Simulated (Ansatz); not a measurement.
One crystal and one scan (energy against volume) at two levels, PBE (plane waves to 420 eV, PAW, scalar-relativistic; Ansatz, a program for electronic structure) and PBEsol (plane waves to 420 eV, PAW, scalar-relativistic; Ansatz), each from its own relaxed cell and on its own mesh. The cell shown is that of PBE.

TiC (rock salt)

```
CELL_PARAMETERS angstrom
      0.00000     2.16633     2.16633
      2.16633     0.00000     2.16633
      2.16633     2.16633     0.00000
ATOMIC_POSITIONS crystal
  C  0.00000 0.00000 0.00000
  Ti 0.50000 0.50000 0.50000
```

E(V) scan at fixed shape, V₀ the volume above. Symmetry pins the atoms to their sites.

The energy includes the smearing's −TS. The PAW data are Ansatz's earlier set. TiC is run without spin polarisation. TiC was relaxed with its symmetry unable to fall. Percentages come from the unrounded values. Both scans cover V/V₀ from 0.900 to 1.100.

| quantity | PBE | PBEsol | PBE − PBEsol |
|---|---|---|---|
| Lattice constant a (Å) | 4.333 | 4.293 | +0.040 (+0.9 %) |
| Pressure at the smallest volume (GPa) | 32.6 | 34.8 | -2.2 (-6.3 %) |
| Energy cost of the largest compression (meV/atom) | 95 | 98 | -3 (-4 %) |
| Energy cost of the largest expansion (meV/atom) | 68 | 70 | -2 (-4 %) |
| Bulk modulus B₀ (third-order Birch-Murnaghan fit) (GPa) | 250.1 | 267.3 | -17.2 (-6.4 %) |
| Pressure derivative B₀′ (fit) | 4.0 | 4.0 | 0.0 |
| Pressure for 5 % compression (fit) (GPa) | 14.2 | 15.2 | -1.0 (-6 %) |

PBE gives the higher value for: lattice constant a. PBE gives the lower value for: pressure at the smallest volume; energy cost of the largest compression; bulk modulus B₀; pressure for 5 % compression. They agree on: pressure derivative B₀′ (within 1.5 %). For the lattice constant a the reference is 4.33 Å (measured, room temperature or unstated; as given in Guo-Xu Zhang, Anthony M Reilly, Alexandre Tkatchenko et al., New Journal of Physics (2018), doi:10.1088/1367-2630/aac7f0): it holds thermal shifts, so no verdict is drawn.  Neither level is exact: the differences show how much the result hangs on the functional.

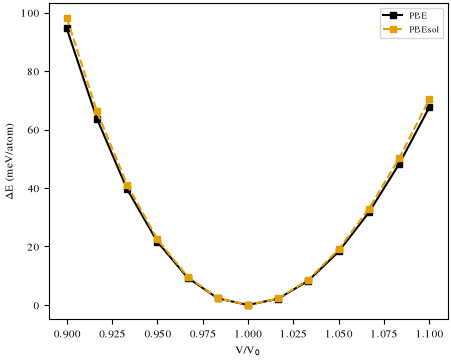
ΔE, each from the relaxed starting cell of its own level.

(Under strain, the slope of the energy per volume gives the stress and its curvature an elastic modulus.)
